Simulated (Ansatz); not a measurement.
# NHBr (quartet): B2PLYP, RPA-PBE over a scan of the distance Br1–H2 along a hydrogen transfer, cc-pVDZ

How well do these functionals follow the top wave-function level for NHBr (quartet) over a scan of the distance Br1–H2 along a hydrogen transfer?

Computed with Ansatz 0.2.0, Gaussian basis. Level: cc-pVDZ, all electrons in the functionals, frozen cores in the correlation of double hybrids and RPA.

To be run: B2PLYP, RPA-PBE, at 1.421 Å; 1.472 Å; 1.574 Å; 1.676 Å; 1.778 Å.

## (1) The geometry

The geometry derives from fragments relaxed apart (PBE0/def2-TZVP) and kept rigid, so it is no stationary point. A hydrogen atom is moved between rigid fragments. No spin-orbit coupling is included. The filled d shell of Br counts as core when cores are frozen.

3 atoms, charge 0, spin multiplicity 4.

Atoms are counted from 1 here; the program's logs count them from 0.

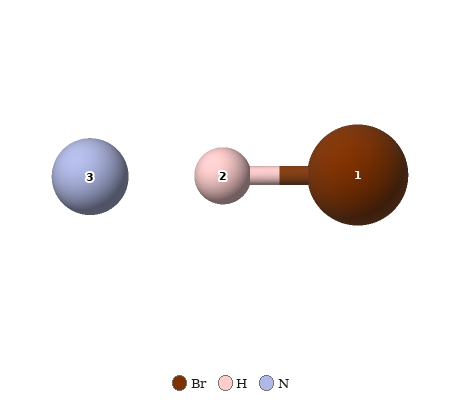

The geometry (bromine brown, hydrogen pink, nitrogen light blue); atoms are numbered from 1 in the order of the file.

No dispersion term is added.

The geometry shown and the zero of energy belong to the point 1.421 Å. The yardstick, RCCSDTQ, and other wave-function levels (R restricted, U unrestricted, valence and pair active spaces) come from earlier runs.

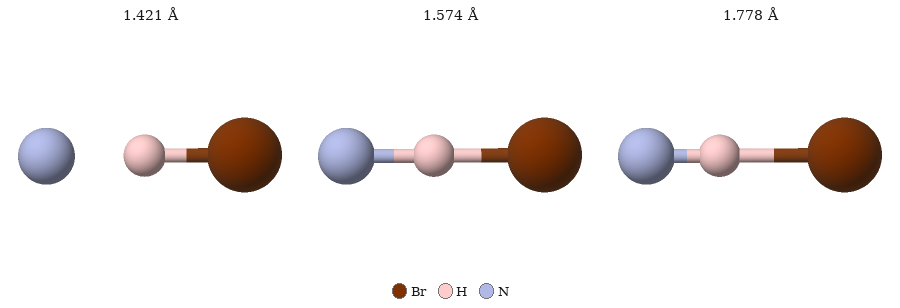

Three points of the scan; sticks are drawn by distance.

## (2) B2PLYP, 1.421 Å

The input, in.yaml:

```yaml
crystal:
  periodic: [false, false, false]
  atoms:
    - {symbol: Br, position_ang: [0.000000, 0.000000, -1.412867]}
    - {symbol: H, position_ang: [0.000000, 0.000000, 0.007733]}
    - {symbol: N, position_ang: [0.000000, 0.000000, 1.405133]}
basis:
  gaussian: {orbitals: cc-pVDZ}
magnetization: {spin_polarized: true, initial_magnetization: 3}
hamiltonian: {xc: {name: B2PLYP}}
correlation: {electrons: outside_noble_gas}
```

Command:

```sh
$ ansatz run in.yaml --threads 1 --pin off --events-out ev --progress --plain --max-ram 4096MiB --backend cpu
```

Log:

```text
Functional definition: B2PLYP
  name "B2PLYP"
  cite "Grimme, J. Chem. Phys. 124, 034108 (2006) doi:10.1063/1.2148954"
  cite "Becke, Phys. Rev. A 38, 3098 (1988) doi:10.1103/PhysRevA.38.3098"
  cite "Lee, Yang & Parr, Phys. Rev. B 37, 785 (1988) doi:10.1103/PhysRevB.37.785"
  parameter a = 0.53
  parameter c = 0.27
  exchange = (1 - a)*b88_x + a*exact_x
  correlation = (1 - c)*lyp_c + c*(mp2_os + mp2_ss)
497 factors; integrals over basis functions are off by at most 1.2e-3 eV
mean field evaluation 1: about -71531.5955 eV, gradient 6.1e0 eV
mean field evaluation 2: about -71531.6057 eV, gradient 6.1e0 eV
mean field evaluation 4: about -71532.1159 eV, gradient 1.1e0 eV
mean field evaluation 8: about -71532.1296 eV, gradient 2.2e-2 eV
mean field evaluation 16: about -71532.1296 eV, gradient 2.9e-5 eV
mean field -71532.12962707 eV, -2628.7572775760 hartree, gradient 1.3e-6 eV, S^2 3.761377; 0 other end points of the search recorded, 0 dependent functions left out
15 core orbitals not correlated: weight in the atoms' cores, before any rotation towards them, 1.000 or more for the frozen orbitals, at most 0.000 for the correlated occupied ones
reference -71532.12971512 eV, -2628.7572808119 hartree; 8, 5 occupied and 23, 26 virtual orbitals, 497 factors
second order -6.87661516 eV of doubles, -0.00000000 eV of singles
Total energy: -71533.98640122 eV, -2628.8255127673 hartree
```

It took 1.4 s on 1 thread of AMD EPYC 7R13, shared host.

From the report: ⟨S²⟩ of the determinant 3.761 (pure quartet: 3.75).

## (3) B2PLYP, 1.472 Å

The input, in.yaml:

```yaml
crystal:
  periodic: [false, false, false]
  atoms:
    - {symbol: Br, position_ang: [0.000000, 0.000000, -1.430000]}
    - {symbol: H, position_ang: [0.000000, 0.000000, 0.042000]}
    - {symbol: N, position_ang: [0.000000, 0.000000, 1.388000]}
basis:
  gaussian: {orbitals: cc-pVDZ}
magnetization: {spin_polarized: true, initial_magnetization: 3}
hamiltonian: {xc: {name: B2PLYP}}
correlation: {electrons: outside_noble_gas}
```

Launched as before.

Log, cut to the lines that bear on the results:

```text
Functional definition: B2PLYP
  name "B2PLYP"
  cite "Grimme, J. Chem. Phys. 124, 034108 (2006) doi:10.1063/1.2148954"
  cite "Becke, Phys. Rev. A 38, 3098 (1988) doi:10.1103/PhysRevA.38.3098"
  cite "Lee, Yang & Parr, Phys. Rev. B 37, 785 (1988) doi:10.1103/PhysRevB.37.785"
[...]
497 factors; integrals over basis functions are off by at most 1.3e-3 eV
[...]
mean field -71532.12967756 eV, -2628.7572794315 hartree, gradient 9.9e-7 eV, S^2 3.764765; 0 other end points of the search recorded, 0 dependent functions left out
15 core orbitals not correlated: weight in the atoms' cores, before any rotation towards them, 1.000 or more for the frozen orbitals, at most 0.000 for the correlated occupied ones
reference -71532.12976553 eV, -2628.7572826643 hartree; 8, 5 occupied and 23, 26 virtual orbitals, 497 factors
second order -6.95508115 eV of doubles, -0.00000000 eV of singles
Total energy: -71534.00763744 eV, -2628.8262931841 hartree
```

Run time: 1.4 s. Hardware: 1 thread of AMD EPYC 7R13, shared host.

From the report: ⟨S²⟩ of the determinant 3.765 (pure quartet: 3.75).

From 1.421 Å: -2.0 kJ/mol.

## (4) B2PLYP, 1.574 Å

The input, in.yaml:

```yaml
crystal:
  periodic: [false, false, false]
  atoms:
    - {symbol: Br, position_ang: [0.000000, 0.000000, -1.464000]}
    - {symbol: H, position_ang: [0.000000, 0.000000, 0.110000]}
    - {symbol: N, position_ang: [0.000000, 0.000000, 1.354000]}
basis:
  gaussian: {orbitals: cc-pVDZ}
magnetization: {spin_polarized: true, initial_magnetization: 3}
hamiltonian: {xc: {name: B2PLYP}}
correlation: {electrons: outside_noble_gas}
```

Same command.

Log, cut to the lines that bear on the results:

```text
Functional definition: B2PLYP
  name "B2PLYP"
  cite "Grimme, J. Chem. Phys. 124, 034108 (2006) doi:10.1063/1.2148954"
  cite "Becke, Phys. Rev. A 38, 3098 (1988) doi:10.1103/PhysRevA.38.3098"
  cite "Lee, Yang & Parr, Phys. Rev. B 37, 785 (1988) doi:10.1103/PhysRevB.37.785"
[...]
497 factors; integrals over basis functions are off by at most 1.4e-3 eV
[...]
mean field -71532.08085597 eV, -2628.7554852711 hartree, gradient 1.2e-6 eV, S^2 3.771717; 0 other end points of the search recorded, 0 dependent functions left out
15 core orbitals not correlated: weight in the atoms' cores, before any rotation towards them, 1.000 or more for the frozen orbitals, at most 0.000 for the correlated occupied ones
reference -71532.08094370 eV, -2628.7554884949 hartree; 8, 5 occupied and 23, 26 virtual orbitals, 497 factors
second order -7.08895825 eV of doubles, -0.00000000 eV of singles
Total energy: -71533.99496242 eV, -2628.8258273858 hartree
```

It took 1.4 s on 1 thread of AMD EPYC 7R13, shared host.

From the report: ⟨S²⟩ of the determinant 3.772 (pure quartet: 3.75).

From 1.421 Å: -0.8 kJ/mol.

## (5) B2PLYP, 1.676 Å

The input, in.yaml:

```yaml
crystal:
  periodic: [false, false, false]
  atoms:
    - {symbol: Br, position_ang: [0.000000, 0.000000, -1.498000]}
    - {symbol: H, position_ang: [0.000000, 0.000000, 0.178000]}
    - {symbol: N, position_ang: [0.000000, 0.000000, 1.320000]}
basis:
  gaussian: {orbitals: cc-pVDZ}
magnetization: {spin_polarized: true, initial_magnetization: 3}
hamiltonian: {xc: {name: B2PLYP}}
correlation: {electrons: outside_noble_gas}
```

The command is unchanged.

Log, cut to the lines that bear on the results:

```text
Functional definition: B2PLYP
  name "B2PLYP"
  cite "Grimme, J. Chem. Phys. 124, 034108 (2006) doi:10.1063/1.2148954"
  cite "Becke, Phys. Rev. A 38, 3098 (1988) doi:10.1103/PhysRevA.38.3098"
  cite "Lee, Yang & Parr, Phys. Rev. B 37, 785 (1988) doi:10.1103/PhysRevB.37.785"
[...]
497 factors; integrals over basis functions are off by at most 1.4e-3 eV
[...]
mean field -71532.04623792 eV, -2628.7542130811 hartree, gradient 2.9e-6 eV, S^2 3.772765; 2 other end points of the search recorded, 0 dependent functions left out
15 core orbitals not correlated: weight in the atoms' cores, before any rotation towards them, 1.000 or more for the frozen orbitals, at most 0.000 for the correlated occupied ones
reference -71532.04632539 eV, -2628.7542162956 hartree; 8, 5 occupied and 23, 26 virtual orbitals, 497 factors
second order -7.12657262 eV of doubles, -0.00000000 eV of singles
Total energy: -71533.97050000 eV, -2628.8249284081 hartree
```

It took 1.7 s on 1 thread of AMD EPYC 7R13, shared host.

From the report: ⟨S²⟩ of the determinant 3.773 (pure quartet: 3.75).

From 1.421 Å: +1.5 kJ/mol.

## (6) B2PLYP, 1.778 Å

The input, in.yaml:

```yaml
crystal:
  periodic: [false, false, false]
  atoms:
    - {symbol: Br, position_ang: [0.000000, 0.000000, -1.532000]}
    - {symbol: H, position_ang: [0.000000, 0.000000, 0.246000]}
    - {symbol: N, position_ang: [0.000000, 0.000000, 1.286000]}
basis:
  gaussian: {orbitals: cc-pVDZ}
magnetization: {spin_polarized: true, initial_magnetization: 3}
hamiltonian: {xc: {name: B2PLYP}}
correlation: {electrons: outside_noble_gas}
```

Launched as before.

Log, cut to the lines that bear on the results:

```text
Functional definition: B2PLYP
  name "B2PLYP"
  cite "Grimme, J. Chem. Phys. 124, 034108 (2006) doi:10.1063/1.2148954"
  cite "Becke, Phys. Rev. A 38, 3098 (1988) doi:10.1103/PhysRevA.38.3098"
  cite "Lee, Yang & Parr, Phys. Rev. B 37, 785 (1988) doi:10.1103/PhysRevB.37.785"
[...]
499 factors; integrals over basis functions are off by at most 1.3e-3 eV
[...]
mean field -71531.97730056 eV, -2628.7516796800 hartree, gradient 2.2e-6 eV, S^2 3.767284; 4 other end points of the search recorded, 0 dependent functions left out
15 core orbitals not correlated: weight in the atoms' cores, before any rotation towards them, 1.000 or more for the frozen orbitals, at most 0.000 for the correlated occupied ones
reference -71531.97738806 eV, -2628.7516828955 hartree; 8, 5 occupied and 23, 26 virtual orbitals, 499 factors
second order -7.01792766 eV of doubles, -0.00000000 eV of singles
Total energy: -71533.87222853 eV, -2628.8213169983 hartree
```

Wall time 2.2 s (1 thread of AMD EPYC 7R13, shared host).

From the report: ⟨S²⟩ of the determinant 3.767 (pure quartet: 3.75).

From 1.421 Å: +11.0 kJ/mol.

## (7) RPA-PBE, 1.421 Å

The input, in.yaml:

```yaml
crystal:
  periodic: [false, false, false]
  atoms:
    - {symbol: Br, position_ang: [0.000000, 0.000000, -1.412867]}
    - {symbol: H, position_ang: [0.000000, 0.000000, 0.007733]}
    - {symbol: N, position_ang: [0.000000, 0.000000, 1.405133]}
basis:
  gaussian: {orbitals: cc-pVDZ}
magnetization: {spin_polarized: true, initial_magnetization: 3}
hamiltonian: {xc: {name: PBE}}
correlation: {method: rpa, electrons: outside_noble_gas}
```

Launched as before.

Log, cut to the lines that bear on the results:

```text
Functional definition: PBE
  name "PBE"
  cite "Perdew, Burke & Ernzerhof, Phys. Rev. Lett. 77, 3865 (1996) doi:10.1103/PhysRevLett.77.3865"
  parent pbe
[...]
497 factors; integrals over basis functions are off by at most 1.2e-3 eV
[...]
mean field -71534.70365702 eV, -2628.8518714318 hartree, gradient 8.5e-7 eV, S^2 3.754107; 3 other end points of the search recorded, 0 dependent functions left out
15 core orbitals not correlated: weight in the atoms' cores, before any rotation towards them, 1.000 or more for the frozen orbitals, at most 0.000 for the correlated occupied ones
reference -71492.45333466 eV, -2627.2992007233 hartree; 8, 5 occupied and 23, 26 virtual orbitals, 497 factors
Total energy: -71502.74481695 eV, -2627.6774057218 hartree
```

Run time: 2.3 s. Hardware: 1 thread of AMD EPYC 7R13, shared host.

From the report: ⟨S²⟩ of the determinant 3.754 (pure quartet: 3.75).

## (8) RPA-PBE, 1.472 Å

The input, in.yaml:

```yaml
crystal:
  periodic: [false, false, false]
  atoms:
    - {symbol: Br, position_ang: [0.000000, 0.000000, -1.430000]}
    - {symbol: H, position_ang: [0.000000, 0.000000, 0.042000]}
    - {symbol: N, position_ang: [0.000000, 0.000000, 1.388000]}
basis:
  gaussian: {orbitals: cc-pVDZ}
magnetization: {spin_polarized: true, initial_magnetization: 3}
hamiltonian: {xc: {name: PBE}}
correlation: {method: rpa, electrons: outside_noble_gas}
```

The command is unchanged.

Log, cut to the lines that bear on the results:

```text
Functional definition: PBE
  name "PBE"
  cite "Perdew, Burke & Ernzerhof, Phys. Rev. Lett. 77, 3865 (1996) doi:10.1103/PhysRevLett.77.3865"
  parent pbe
[...]
497 factors; integrals over basis functions are off by at most 1.3e-3 eV
[...]
mean field -71534.78574615 eV, -2628.8548881517 hartree, gradient 3.9e-6 eV, S^2 3.754668; 3 other end points of the search recorded, 0 dependent functions left out
15 core orbitals not correlated: weight in the atoms' cores, before any rotation towards them, 1.000 or more for the frozen orbitals, at most 0.000 for the correlated occupied ones
reference -71492.35421434 eV, -2627.2955581189 hartree; 8, 5 occupied and 23, 26 virtual orbitals, 497 factors
Total energy: -71502.76763288 eV, -2627.6782441918 hartree
```

Wall time 2.2 s (1 thread of AMD EPYC 7R13, shared host).

From the report: ⟨S²⟩ of the determinant 3.755 (pure quartet: 3.75).

From 1.421 Å: -2.2 kJ/mol.

## (9) RPA-PBE, 1.574 Å

The input, in.yaml:

```yaml
crystal:
  periodic: [false, false, false]
  atoms:
    - {symbol: Br, position_ang: [0.000000, 0.000000, -1.464000]}
    - {symbol: H, position_ang: [0.000000, 0.000000, 0.110000]}
    - {symbol: N, position_ang: [0.000000, 0.000000, 1.354000]}
basis:
  gaussian: {orbitals: cc-pVDZ}
magnetization: {spin_polarized: true, initial_magnetization: 3}
hamiltonian: {xc: {name: PBE}}
correlation: {method: rpa, electrons: outside_noble_gas}
```

Same command.

Log, cut to the lines that bear on the results:

```text
Functional definition: PBE
  name "PBE"
  cite "Perdew, Burke & Ernzerhof, Phys. Rev. Lett. 77, 3865 (1996) doi:10.1103/PhysRevLett.77.3865"
  parent pbe
[...]
497 factors; integrals over basis functions are off by at most 1.4e-3 eV
[...]
mean field -71534.86839422 eV, -2628.8579254123 hartree, gradient 6.3e-7 eV, S^2 3.755533; 3 other end points of the search recorded, 0 dependent functions left out
15 core orbitals not correlated: weight in the atoms' cores, before any rotation towards them, 1.000 or more for the frozen orbitals, at most 0.000 for the correlated occupied ones
reference -71492.15187369 eV, -2627.2881222370 hartree; 8, 5 occupied and 23, 26 virtual orbitals, 497 factors
Total energy: -71502.77183038 eV, -2627.6783984471 hartree
```

It took 2.3 s on 1 thread of AMD EPYC 7R13, shared host.

From the report: ⟨S²⟩ of the determinant 3.756 (pure quartet: 3.75).

From 1.421 Å: -2.6 kJ/mol.

## (10) RPA-PBE, 1.676 Å

The input, in.yaml:

```yaml
crystal:
  periodic: [false, false, false]
  atoms:
    - {symbol: Br, position_ang: [0.000000, 0.000000, -1.498000]}
    - {symbol: H, position_ang: [0.000000, 0.000000, 0.178000]}
    - {symbol: N, position_ang: [0.000000, 0.000000, 1.320000]}
basis:
  gaussian: {orbitals: cc-pVDZ}
magnetization: {spin_polarized: true, initial_magnetization: 3}
hamiltonian: {xc: {name: PBE}}
correlation: {method: rpa, electrons: outside_noble_gas}
```

Launched as before.

Log, cut to the lines that bear on the results:

```text
Functional definition: PBE
  name "PBE"
  cite "Perdew, Burke & Ernzerhof, Phys. Rev. Lett. 77, 3865 (1996) doi:10.1103/PhysRevLett.77.3865"
  parent pbe
[...]
497 factors; integrals over basis functions are off by at most 1.4e-3 eV
[...]
mean field -71534.87614793 eV, -2628.8582103558 hartree, gradient 4.5e-6 eV, S^2 3.755634; 5 other end points of the search recorded, 0 dependent functions left out
15 core orbitals not correlated: weight in the atoms' cores, before any rotation towards them, 1.000 or more for the frozen orbitals, at most 0.000 for the correlated occupied ones
reference -71492.03985497 eV, -2627.2840056252 hartree; 8, 5 occupied and 23, 26 virtual orbitals, 497 factors
Total energy: -71502.76475597 eV, -2627.6781384671 hartree
```

It took 3 s on 1 thread of AMD EPYC 7R13, shared host.

From the report: ⟨S²⟩ of the determinant 3.756 (pure quartet: 3.75).

From 1.421 Å: -1.9 kJ/mol.

## (11) RPA-PBE, 1.778 Å

The input, in.yaml:

```yaml
crystal:
  periodic: [false, false, false]
  atoms:
    - {symbol: Br, position_ang: [0.000000, 0.000000, -1.532000]}
    - {symbol: H, position_ang: [0.000000, 0.000000, 0.246000]}
    - {symbol: N, position_ang: [0.000000, 0.000000, 1.286000]}
basis:
  gaussian: {orbitals: cc-pVDZ}
magnetization: {spin_polarized: true, initial_magnetization: 3}
hamiltonian: {xc: {name: PBE}}
correlation: {method: rpa, electrons: outside_noble_gas}
```

The command is unchanged.

Log, cut to the lines that bear on the results:

```text
Functional definition: PBE
  name "PBE"
  cite "Perdew, Burke & Ernzerhof, Phys. Rev. Lett. 77, 3865 (1996) doi:10.1103/PhysRevLett.77.3865"
  parent pbe
[...]
499 factors; integrals over basis functions are off by at most 1.3e-3 eV
[...]
mean field -71534.74152582 eV, -2628.8532630846 hartree, gradient 9.1e-6 eV, S^2 3.755123; 5 other end points of the search recorded, 0 dependent functions left out
15 core orbitals not correlated: weight in the atoms' cores, before any rotation towards them, 1.000 or more for the frozen orbitals, at most 0.000 for the correlated occupied ones
reference -71491.95908185 eV, -2627.2810372675 hartree; 8, 5 occupied and 23, 26 virtual orbitals, 499 factors
Total energy: -71502.66705713 eV, -2627.6745481012 hartree
```

Wall time 2.5 s (1 thread of AMD EPYC 7R13, shared host).

From the report: ⟨S²⟩ of the determinant 3.755 (pure quartet: 3.75).

From 1.421 Å: +7.5 kJ/mol.

## (12) The comparison

The yardstick is RCCSDTQ, where the cluster series has nearly closed. It comes from earlier runs at the same points. Energies in kJ/mol, counted from 1.421 Å; blanks weren't run or aren't comparable.

```tsv
level	1.421 Å	1.472 Å	1.574 Å	1.676 Å	1.778 Å
RCCSDTQ	0.0	1.1	8.9	16.7	28.8
B2PLYP	0.0	-2.0	-0.8	1.5	11.0
RPA-PBE	0.0	-2.2	-2.6	-1.9	7.5
```

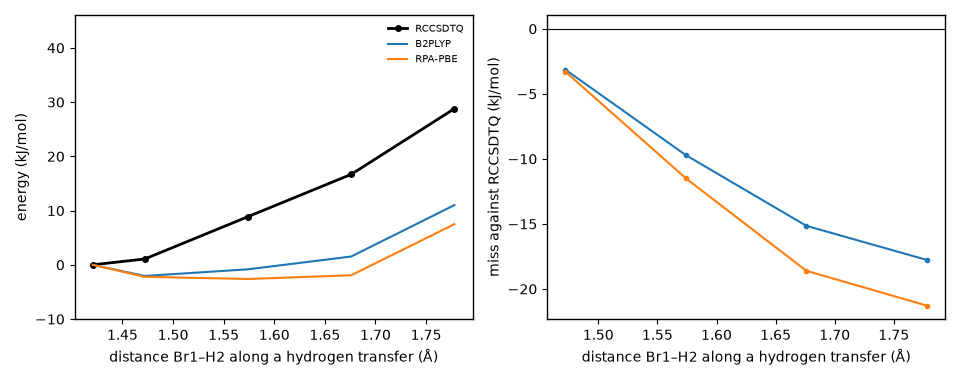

Left: the curves (the axis may cut off levels that run far away). Right: misses against RCCSDTQ, in the same colours.

Largest miss and mean time a point (RCCSDTQ took 90 s a point; shared hosts):

```tsv
level	largest miss (kJ/mol)	where	time a point
B2PLYP	-17.8	1.778 Å	1.6 s
RPA-PBE	-21.3	1.778 Å	2.5 s
```

## (13) What came out

```
                 quantity                   value
span of the RCCSDTQ curve             28.8 kJ/mol
     largest miss, B2PLYP  -17.8 kJ/mol (1.778 Å)
    largest miss, RPA-PBE  -21.3 kJ/mol (1.778 Å)
```

In words: Of the functionals, B2PLYP stays nearest (at most 17.8 kJ/mol) and RPA-PBE strays most (21.3 kJ/mol, at 1.778 Å). Functionals and the yardstick converge differently with the basis, so part of each miss in cc-pVDZ is the basis.
